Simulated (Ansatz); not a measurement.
# Li4NF: complex band structure, part 3 of 3

Wanted: the relaxed cell of Li4NF, its band edges and its decay constants. It is built by putting F for Cl in the Li4NCl structure of space group R-3m, with the volume rescaled by atomic radii. The parent structure comes from the Materials Project.

Ansatz 0.2.0; PBE DFT, plane waves, PAW files (the session's first sound run).

So far, gap on the k-mesh (eV): step 3 (band edges, PBE) 0.777; step 5 (LDA) 0.666; step 6 (LDA, complex bands, plane (001)) 0.666.

The structure was built from a prototype and need not be the compound's stable phase.

**7. A repeat with changed settings: output.transmission.temperature = 400.0**

This step: PBE DFT, plane waves, PAW files; complex bands by layer matching along the plane's normal; changed: output.transmission.temperature = 400.0 (Ansatz 0.2.0).

This run repeats an earlier one, its twin (the complex run, plane (001)), with one setting changed (output.transmission.temperature; files written aside). It is meant to test how the leads' temperature enters. Where the input is shown as a difference, that is against the step before, not the twin.

Contents of input.yaml:

```yaml
crystal:
  lattice:
    - [3.468161003, 0.0, 0.0]
    - [1.734080501, 3.003515533, 0.0]
    - [1.734080501, 1.001171844, 5.882836309]
  atoms:
    - { symbol: Li, position: [0.1084546245, 0.1084546245, 0.6746361265] }
    - { symbol: Li, position: [0.8915453755, 0.8915453755, 0.3253638735] }
    - { symbol: Li, position: [0.3515376634, 0.3515376634, 0.9453870098] }
    - { symbol: Li, position: [0.6484623366, 0.6484623366, 0.0546129902] }
    - { symbol: "N", position: [0.0, 0.0, 0.0] }
    - { symbol: F, position: [0.5, 0.5, 0.5] }
kpoints:
  mp_grid: { grid: [8, 8, 8] }
scf:
  occupations: { method: fixed }
hamiltonian:
  xc: pbe
output:
  eigenvalues: true
  transmission:
    leads: [[0, 0]]
    kpoints: [[0.0, 0.0], [0.5, 0.0]]
    e_range: [-1.0, 1.78]
    de: 0.06
    temperature: 400.0
```

Started as:

```
> ansatz run input.yaml --threads 2 --pin off --max-ram 4096MiB --backend cpu --events-out ev --progress --plain --runs-dir out
```

Numbers of over 12 decimals in the logs are rounded to 6 here.

What it wrote:

```text
[...]
Crystal: 6 atoms, lattice volume = 61.280 Å³
Basis set: ecut = 420 eV, 1219 PW (Γ)
Bands: 18, of which v1, the nominal top of the filled ones, is band 12 counted from 1 (11 counted from 0)
Symmetry: 12 space group operations
[...]
k-points: 65 of 512
[...]
SCF iter   1: F=—  HF=-2015.238084 eV  |F-HF|=—  |Δ(HF+E_count)|=         —  Δρ=1.62e-3  dr2=2.82e-3  ethr=1.77e-3  ⟨swp⟩=3.9  Hψ=4677  notcnv=0  defer=248
[...]
SCF iter   6: F=-2015.237628 eV  HF=-2015.237628 eV  |F-HF|=6.34e-8  |Δ(HF+E_count)|=   8.25e-7  Δρ=1.59e-5  dr2=7.55e-8  ethr=4.17e-10  ⟨swp⟩=6.2  Hψ=4953  notcnv=0
SCF 1 converged in 6 iterations: F = -2015.237628 eV  dr2 = 7.55e-8
[...]
transmission: 8 of 16 steps passed
transmission: 16 of 16 steps passed
SCF converged after 6 iterations
Free energy (F): -2015.237628 eV
[...]
Internal energy: -2015.237628 eV  (E = F + TS)
E sigma→0 (E₀):  -2015.237628 eV
Fermi energy:    3.854093 eV
[...]
--- Band table (eV; the first three rows and the last of 65) ---
  k-point 0: bands = [... 8 lower, -2.2757, 1.8189, 3.8541, 3.8541, 4.6311, 9.5002, 9.9502, 12.3191, ... 2 higher]
  k-point 1: bands = [... 8 lower, -2.2755, 1.7427, 3.8520, 3.8520, 4.7472, 8.9928, 10.4254, 12.3328, ... 2 higher]
  k-point 2: bands = [... 8 lower, -2.2752, 1.5710, 3.8468, 3.8468, 5.0369, 8.3496, 10.9705, 12.3663, ... 2 higher]
  k-point 64: bands = [... 8 lower, -2.4839, 1.9908, 2.2472, 3.0126, 6.7718, 8.1419, 9.8690, 10.6780, ... 2 higher]
--- Transmission ---
  basis      : 91 plane waves across, 8 finite elements along
  points     : 2, as listed
[...]
crystal 0  : Li4N1F1, at the sites [0, 0], period 5.8828 Å: whole cells are its period
[...]
channels       : 0.000000e0 a spin
[...]
slowest decay  : 0.2219 /Å at (0.0000, 0.0000)
```

Wall time 3.4 s (2 threads of Arm Neoverse V2, shared host); peak memory 0.33 GiB; 6.6 s of CPU time.

This step gave:

| Quantity | Value |
| --- | --- |
| free energy | -2015.2376 eV |
| Fermi energy | 3.854 eV |
| gap on the k-mesh | 0.7770 eV |
| level to which the leads are filled | 0.3885 eV from the Fermi level |
| decay constant at the filling level, zone centre | 0.2219 Å⁻¹ |
| decay constant at the filling level, slowest listed point | 0.2219 Å⁻¹ |

K parallel (0, 0); values up to 1.5 1/Å, a degenerate pair printed once or twice; energies at which all values exceed this have no row. The Im kz of the slowest decaying states by energy, zero at the highest filled level on the SCF mesh:

| energy (eV) | decay 1 (Å⁻¹) | decay 2 (Å⁻¹) | decay 3 (Å⁻¹) | decay 4 (Å⁻¹) |
| --- | --- | --- | --- | --- |
| -1.0000 | 0.323 | 1.00 | 1.43 | 1.47 |
| -0.7600 | 0.328 | 0.942 | 1.38 | 1.49 |
| -0.5200 | 0.324 | 0.863 | 1.35 | 1.49 |
| -0.2200 | 0.308 | 0.696 | 1.32 | 1.47 |
| 0.0200 | 0.284 | 0.335 | 1.29 | 1.46 |
| 0.2600 | 0.247 | 0.708 | 1.27 | 1.44 |
| 0.5000 | 0.190 | 0.802 | 1.25 | 1.43 |
| 0.7400 | 0.0726 | 0.852 | 1.23 | 1.41 |
| 0.9800 | 0.884 | 1.21 | 1.40 | 1.49 |
| 1.2200 | 0.905 | 1.20 | 1.38 | 1.48 |
| 1.5200 | 0.922 | 1.18 | 1.36 | 1.47 |
| 1.7600 | 0.0928 | 0.930 | 1.16 | 1.34 |

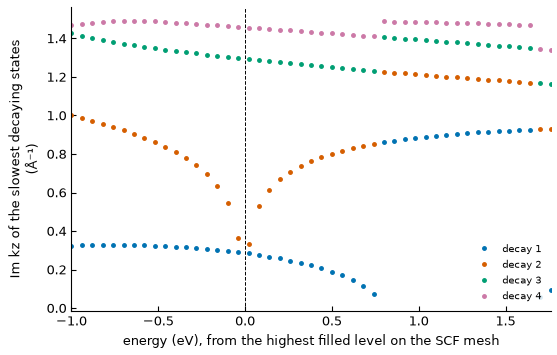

Im kz of the slowest decaying states, plotted against energy.

K parallel (0.5, 0); values up to 1.5 1/Å, a degenerate pair printed once or twice; energies at which all values exceed this have no row. Im kz of the slowest decaying states against energy, zero at the highest filled level on the SCF mesh:

| energy (eV) | decay 1 (Å⁻¹) | decay 2 (Å⁻¹) | decay 3 (Å⁻¹) | decay 4 (Å⁻¹) |
| --- | --- | --- | --- | --- |
| -1.0000 | 0.201 | 0.395 | 0.444 | - |
| -0.7600 | 0.328 | 0.464 | 0.641 | - |
| -0.5200 | 0.425 | 0.516 | 0.732 | - |
| -0.2200 | 0.432 | 0.587 | 0.798 | - |
| 0.0200 | 0.424 | 0.625 | 0.833 | - |
| 0.2600 | 0.410 | 0.652 | 0.859 | 1.50 |
| 0.5000 | 0.391 | 0.672 | 0.880 | 1.48 |
| 0.7400 | 0.365 | 0.686 | 0.896 | 1.47 |
| 0.9800 | 0.333 | 0.696 | 0.909 | 1.45 |
| 1.2200 | 0.292 | 0.703 | 0.920 | 1.43 |
| 1.5200 | 0.220 | 0.708 | 0.930 | 1.41 |
| 1.7600 | 0.122 | 0.709 | 0.936 | 1.39 |

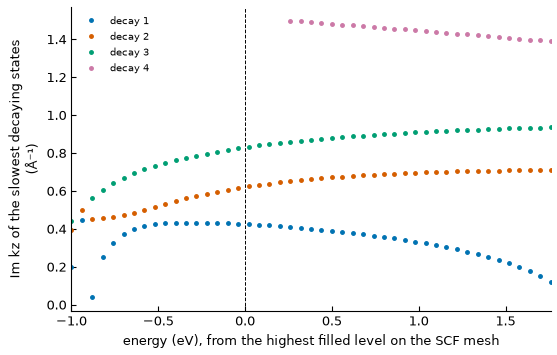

Im kz of the slowest decaying states, plotted against energy.

The temperature enters the conductance and not T(E) itself. No conductance was computed here for it to change.

**8. Summary of results**

| Item | Value |
| --- | --- |
| band gap | 0.777 eV |
| least decay constant at mid-gap, normal to (001) | 0.222 Å⁻¹ |
| least decay constant, LDA | 0.204 Å⁻¹ |

In words: With PBE, the slowest decay at the wavevectors tried is κ = 0.222 Å⁻¹, normal to (001). Through such a film the transmission near mid-gap falls as exp(−2κd), a factor of ten every 5.2 Å. A free electron under a barrier of half the gap would need a mass of 0.48 mₑ to decay at this rate. With LDA the gap goes from 0.777 to 0.665 eV and the decay constant, over the first 2 listed wavevectors, from 0.222 to 0.204 Å⁻¹. The compound is made up by substitution; its stability against other phases and against distortions of the cell's symmetry was not tested. A semilocal functional narrows gaps, so real decay constants are likely larger.

[Logs are printed without paths, hosts, clocks, repeated set-up lines and the standing remarks that a program may print on its own settings, such as how far it seeks lower states.]

[Hosts, paths, dates, database ids (printed as entryN), source tags and the programs' standing remarks are cut or masked in the printed files.]

[New means built here by substitution; the compound itself may be known and measured.]
